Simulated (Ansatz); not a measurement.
# C3H5Si (charge +1): what the fields show

```xyz
9

C     0.0258    0.7701   -1.0453
C    -0.3396    1.2707   -2.1131
Si    0.5658    0.0632    0.4851
C    -0.3519   -1.2688    1.3401
H    -0.6609    1.7132   -3.0555
H     1.8204    0.6216    1.0622
H    -1.2136   -1.6367    0.7509
H     0.3450   -2.1049    1.5747
H    -0.7076   -0.8795    2.3229
```

Computed with UKS PBE-D4/def2-SVP (Ansatz).

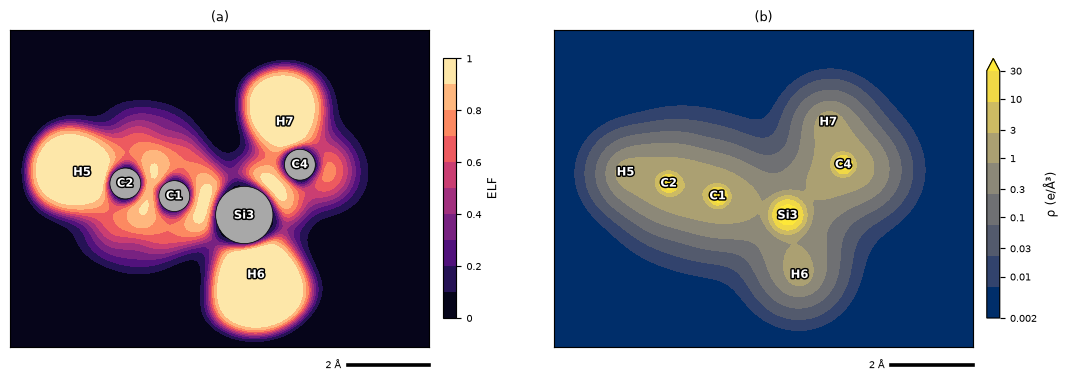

Figure 1. (a) electron localisation function; (b) electron density on the plane of atoms C1, Si3 and H6. Grey discs cover the atomic cores in the ELF map.

Describe what can be read from this map.

Answer. The section cuts through C, Si and H sites.
C–C (1.23 Å): ρ at the midpoint is about 2.6 e/Å³; the ELF peaks at about 0.85 between the atoms; a short, multiple covalent bond.
C–Si (1.77 Å): the density is about 1 e/Å³ at the midpoint; the ELF peaks at about 0.95 between the atoms (a covalent bond).
C–H (1.09 Å): ρ at the midpoint is about 2 e/Å³; the ELF climbs to about 1 towards the hydrogen, as it does in any bond to H (an ordinary covalent bond to hydrogen).
C–Si (1.83 Å): ρ is about 1 e/Å³ halfway; the ELF peaks at about 0.95 between the atoms (a covalent bond).
Si–H (1.49 Å): ρ at the midpoint is about 0.82 e/Å³; the ELF climbs to about 1 towards the hydrogen.

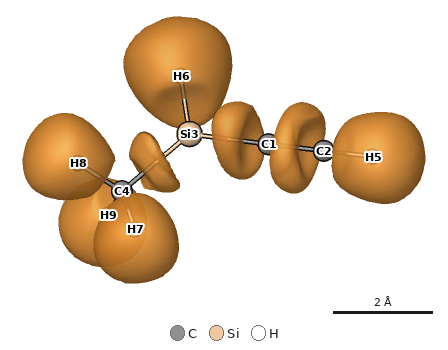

Figure 2. Isosurface of the electron localisation function at 0.8 (orange), seen at a tilt. Core shells and regions of very low density are left out.

Describe the localisation domains.

Answer. At this value the surface marks out one region between bonded C–C atoms (shared pairs), two regions between bonded C–Si atoms (shared pairs) and five regions around hydrogen nuclei.

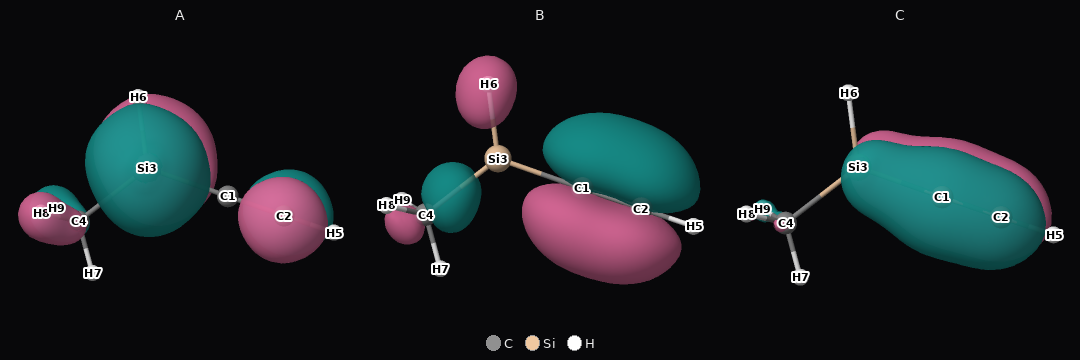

Figure 3. Three frontier orbitals at ±0.1 Å⁻³ᐟ² (teal and pink are the two phases), in no order.

Order the three orbitals by energy and name them.

Answer. C is the HOMO−1 (−13.15 eV). It lies mainly on C1 (about 45 %) and C2 (about 40 %); π-bonding across C1–C2. B is the HOMO (−12.67 eV). Its weight (Hirshfeld) is mainly on C2 (about 40 %) and C1 (about 40 %); π-bonding across C2–C1. A is the LUMO (−9.49 eV). It lies mainly on Si3 (about 55 %), C2 (about 20 %) and C1 (about 10 %).

What is the HOMO–LUMO gap?

Answer. 3.18 eV between the orbital energies.

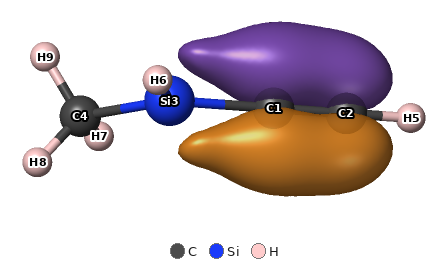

Figure 4. The HOMO−1 at ±0.15 Å⁻³ᐟ² (orange and purple are the two phases), seen from one side.

What is the character of this orbital?

Answer. By Hirshfeld shares it lies mainly on C1 (about 45 %) and C2 (about 40 %); π-bonding across C1–C2. Its energy is −13.15 eV.
